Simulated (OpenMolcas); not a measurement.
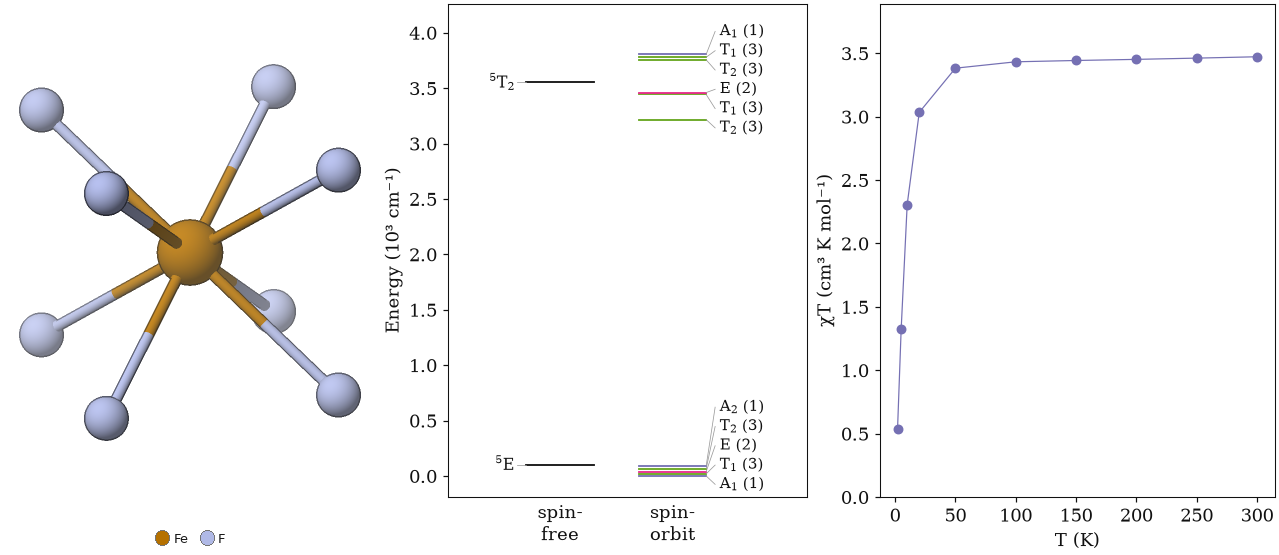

Fe²⁺ (3d⁶) as a dopant in CaF₂, a cluster with its 8 nearest F⁻ at 2.328 Å (cube) embedded in model potentials and point charges; the geometry was set, not optimised, and its levels and susceptibility. Labels give the representation in O, Td, D4 or D3 as the site allows (double group for half-integer spin) where it could be assigned and, in brackets, the degeneracy; spin-free states, where drawn, share the zero of the spin-orbit levels. The calculation used state-averaged CASSCF, active space 6 electrons in the shell 3d, basis ANO-RCC-VDZP on all atoms, DKH2 scalar Hamiltonian, spin-orbit coupling by RASSI with atomic mean-field integrals (OpenMolcas). Powder susceptibility by Van Vleck's formula.

### Give the ground level, the first gap and the ligand-field bands.

The ground level is A₁, non-degenerate, 100 % from states of spin multiplicity 5. The next level lies at 19 cm⁻¹ (T₁). The lowest spin-free state is ⁵E, from the free-ion D term; of the same spin there follows at 3,450 cm⁻¹ (⁵T₂) above it. A ligand-field fit to the spin-free states gives |10Dq| = 3,100 cm⁻¹, B = 1,160 and C = 4,300 cm⁻¹ (rms misfit 70 cm⁻¹). χT is 0.533 cm³ K mol⁻¹ at 2 K and 3.47 at 300 K, an effective moment of 5.27 μB. The active orbitals hold 98 to 99 % metal character (Löwdin), and the Mulliken charge of the metal is +1.61.

Note: orbital doublet at a regular site, Jahn-Teller distortion not allowed for; small active space favours high spin, ground spin may be wrong; the geometry is set by hand, with no relaxation and no charge compensation.
